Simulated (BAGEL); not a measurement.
# PBE0/def2-SVPD (density fitting with qzvpp-jkfit) run of BH2ClO (SMILES OBCl)

Aim: the energy change on altering one bond length of BH2ClO at PBE0/def2-SVPD (density fitting with qzvpp-jkfit), from 2 runs. 

Program for the calculation: BAGEL 1.2.2.

6 further runs of the same task are left out: 4 that didn't finish, 2 set aside as unsound or not needed. Runs told in other sessions of the task aren't counted.

## Step 1: The molecule

BH2ClO: 5 atoms, total charge 0, spin state singlet. As SMILES, `OBCl`. The shape is that of a PBE0-D4/def2-TZVP optimisation. This is one conformer, not always the lowest.

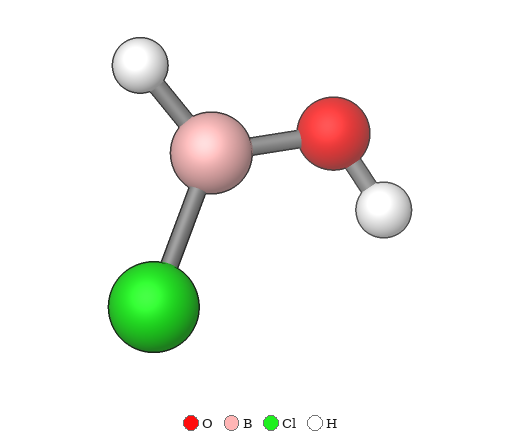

The structure, seen from a chosen angle (oxygen red, boron pink, chlorine green, hydrogen white).

## Step 2: A single-point energy at PBE0/def2-SVPD (density fitting with qzvpp-jkfit)

Input file job.json:

```json
{ "bagel": [

{
  "title": "molecule",
  "basis": "def2-svpd.json",
  "df_basis": "qzvpp-jkfit",
  "angstrom": true,
  "geometry": [
    { "atom": "O", "xyz": [      -0.863300,      -0.618600,      -0.002900 ] },
    { "atom": "B", "xyz": [       0.379000,      -0.137200,       0.137900 ] },
    { "atom": "Cl", "xyz": [       0.788600,       1.496000,      -0.395300 ] },
    { "atom": "H", "xyz": [      -1.477700,       0.001200,      -0.409700 ] },
    { "atom": "H", "xyz": [       1.223300,      -0.815100,       0.628600 ] }
  ]
},

{ "title": "ks", "xc_func": "pbe0", "charge": 0 },

{ "title": "print", "file": "orbitals.molden", "orbitals": true }

]}
```

The basis set def2-SVPD is read from a file made from the Basis Set Exchange's data (not shown).

Command:

```console
$ BAGEL_NUM_THREADS=1 BAGEL job.json > job.out
```

The program printed:

```text
* using 1 threads per process

  ===============================================================
  ===============================================================

  *** Geometry ***

  { "atom" : "O", "xyz" : [     -1.631401,     -1.168985,     -0.005480 ] },
  { "atom" : "B", "xyz" : [      0.716206,     -0.259270,      0.260593 ] },
  { "atom" : "Cl", "xyz" : [      1.490238,      2.827030,     -0.747009 ] },
  { "atom" : "H", "xyz" : [     -2.792448,      0.002268,     -0.774221 ] },
  { "atom" : "H", "xyz" : [      2.311702,     -1.540316,      1.187882 ] },

  Number of auxiliary basis functions:      316

  Since a DF basis is specified, we compute 2- and 3-index integrals:
    o Being stored without compression. Storage requirement is 0.019 GB

  Number of basis functions:       86
  Number of electrons      :       32

    * METHOD: MOLECULE                             0.08

  *** Kohn-Sham DFT ***

    * Removing 7982 points whose weight is below 1.00e-10
    * Grid points: 66548

  === Nuclear Repulsion ===
    84.7216700969

       - DIIS with orbital gradients will be used.

  === KS iteration (pbe0 / def2-svpd.json) ===
      0       -543.48829809          0.10369518           0.15
      1       -535.89138849          0.18943822           0.15
      2       -549.95316520          0.10756824           0.16
      3       -559.56399791          0.06973237           0.16
      4       -560.65658914          0.03152575           0.15
      5       -560.95972006          0.02284833           0.16
      6       -561.01313193          0.01399340           0.15
      7       -561.09111312          0.00254693           0.16
      8       -561.09313100          0.00036626           0.16
      9       -561.09318607          0.00005575           0.15
     10       -561.09318692          0.00001170           0.16
     11       -561.09318697          0.00000429           0.15
     12       -561.09318698          0.00000094           0.16
     13       -561.09318698          0.00000069           0.15
     14       -561.09318698          0.00000013           0.15
     15       -561.09318698          0.00000003           0.16
     16       -561.09318698          0.00000001           0.16
    * SCF iteration converged.

    * Permanent dipole moment:
           (    0.399676,    -0.057985,     0.128927) a.u.

    * METHOD: KS                                   2.86

    * METHOD: PRINT                                0.01

  ===============================================================
```

Run time: 3.3 s. Hardware: 1 thread of Arm Neoverse V2, shared host; peak memory 0.28 GiB.

## Step 3: The distorted shape

Input file calc.json:

```json
{ "bagel" : [

{
  "title" : "molecule",
  "basis" : "def2-svpd.json",
  "df_basis" : "qzvpp-jkfit",
  "angstrom" : true,
  "geometry" : [
    { "atom" : "O", "xyz" : [      -1.285480,      -0.279626,      -0.248268 ] },
    { "atom" : "B", "xyz" : [      -0.043180,       0.201774,      -0.107468 ] },
    { "atom" : "Cl", "xyz" : [       0.366420,       1.834974,      -0.640668 ] },
    { "atom" : "H", "xyz" : [      -1.899880,       0.340174,      -0.655068 ] },
    { "atom" : "H", "xyz" : [       1.223300,      -0.815100,       0.628600 ] }
  ]
},

{
  "title" : "ks",
  "xc_func" : "pbe0"
},

{
  "title" : "print",
  "file" : "orbitals.molden",
  "orbitals" : true
}

]}
```

The basis set def2-SVPD is read from a file made from the Basis Set Exchange's data (not shown).

Command:

```console
$ BAGEL_NUM_THREADS=1 BAGEL calc.json > calc.out
```

The program printed:

```text
* using 1 threads per process

  ===============================================================
  ===============================================================

  *** Geometry ***

  { "atom" : "O", "xyz" : [     -2.429205,     -0.528417,     -0.469159 ] },
  { "atom" : "B", "xyz" : [     -0.081598,      0.381298,     -0.203085 ] },
  { "atom" : "Cl", "xyz" : [      0.692433,      3.467598,     -1.210687 ] },
  { "atom" : "H", "xyz" : [     -3.590253,      0.642836,     -1.237899 ] },
  { "atom" : "H", "xyz" : [      2.311702,     -1.540316,      1.187882 ] },

  Number of auxiliary basis functions:      316

  Since a DF basis is specified, we compute 2- and 3-index integrals:
    o Being stored without compression. Storage requirement is 0.019 GB

  Number of basis functions:       86
  Number of electrons      :       32

    * METHOD: MOLECULE                             0.08

  *** Kohn-Sham DFT ***

    * Removing 7479 points whose weight is below 1.00e-10
    * Grid points: 67051

  === Nuclear Repulsion ===
    83.0112734434

       - DIIS with orbital gradients will be used.

  === KS iteration (pbe0 / def2-svpd.json) ===
      0       -543.61490287          0.10105264           0.15
      1       -534.04750014          0.17858307           0.15
      2       -550.51338621          0.10312765           0.15
      3       -559.34076015          0.07125267           0.15
      4       -560.22920100          0.04106968           0.15
      5       -560.88446331          0.02276451           0.15
      6       -560.90188009          0.01704799           0.15
      7       -561.02038647          0.00382906           0.15
      8       -561.02465458          0.00064151           0.15
      9       -561.02484014          0.00004955           0.15
     10       -561.02484097          0.00001624           0.15
     11       -561.02484108          0.00000539           0.15
     12       -561.02484110          0.00000150           0.15
     13       -561.02484110          0.00000047           0.15
     14       -561.02484110          0.00000032           0.15
     15       -561.02484110          0.00000002           0.15
     16       -561.02484110          0.00000001           0.15
     17       -561.02484110          0.00000000           0.15
    * SCF iteration converged.

    * Permanent dipole moment:
           (    0.597430,    -0.285024,     0.270691) a.u.

    * METHOD: KS                                   2.88

    * METHOD: PRINT                                0.01

  ===============================================================
```

Run time: 3.3 s. Hardware: 1 thread of Arm Neoverse V2, shared host; peak memory 0.28 GiB.

## Step 4: Results

At PBE0/def2-SVPD (density fitting with qzvpp-jkfit):

```
                                                         quantity          value
                                        first shape: total energy  -561.09319 Eh
                                       first shape: dipole moment         1.08 D
                                         first shape: HOMO energy       -9.25 eV
                                         first shape: LUMO energy       -0.52 eV
                                       first shape: HOMO–LUMO gap        8.73 eV
                                    distorted shape: total energy  -561.02484 Eh
                                   distorted shape: dipole moment         1.82 D
                                     distorted shape: HOMO energy       -8.41 eV
                                     distorted shape: LUMO energy       -0.72 eV
                                   distorted shape: HOMO–LUMO gap        7.69 eV
energy change with the B2–H5 bond stretched from 1.189 to 1.783 Å       1.860 eV
```

What this shows: With the B2–H5 bond stretched from 1.189 to 1.783 Å the energy rises by 1.86 eV (179 kJ/mol). The first shape isn't relaxed at this level, so the change isn't measured from a minimum.
